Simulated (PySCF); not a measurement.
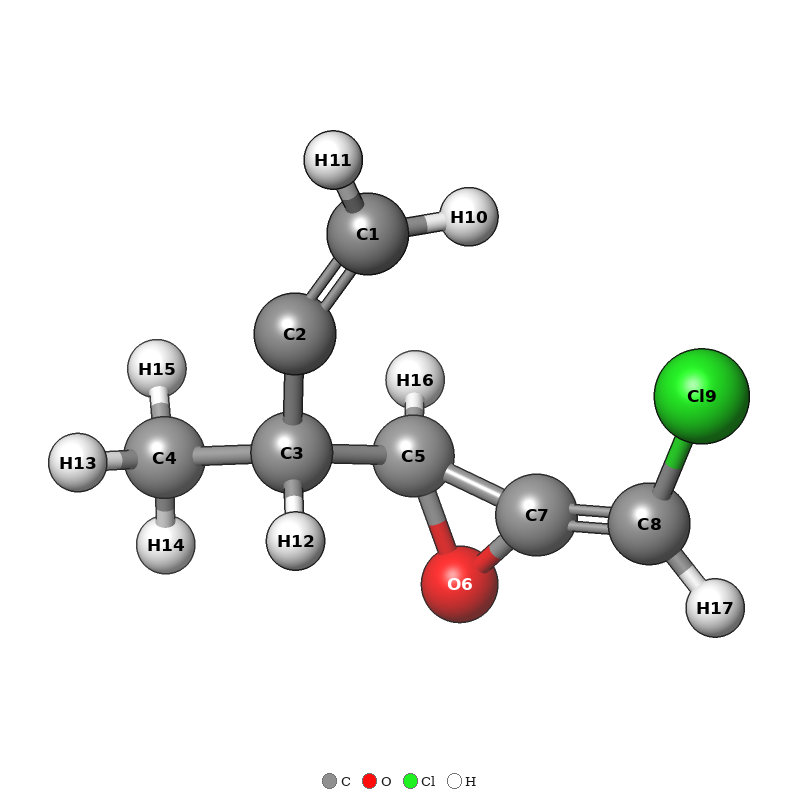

State: neutral, doublet. The geometry was computed by an optimisation with GFN2-xTB. No frequency run is at hand to confirm it as a minimum. Method: UKS B3LYP, pcH-1 on C Cl H O, non-relativistic (PySCF 2.14.0). Fermi-contact and spin-dipolar terms alone, no spin-orbit part.

> Which nucleus has the largest dipolar (anisotropic) hyperfine coupling?

13C at C2: principal values −80.9, −60.9, 141.8 MHz.

List the isotropic and dipolar parts for the most strongly coupled nuclei, one of each equivalent set.

| atom | isotope | a_iso (MHz) | dipolar part (MHz) |
| --- | --- | --- | --- |
| C2 | 13C | 278.1 | −80.9, −60.9, 141.8 |
| C1 | 13C | −11.5 | −17.8, 2.1, 15.7 |
| H11 | 1H | 123.2 | −6.4, −5.3, 11.7 |
| H12 | 1H | 15.3 | −6.6, −4.8, 11.4 |
| C5 | 13C | 81.0 | −5.0, −4.7, 9.7 |
| O6 | 17O | −5.5 | −8.4, 3.8, 4.6 |
| C3 | 13C | 15.7 | −4.4, −3.9, 8.3 |
| H13 | 1H | −1.5 | −4.7, −2.9, 7.6 |
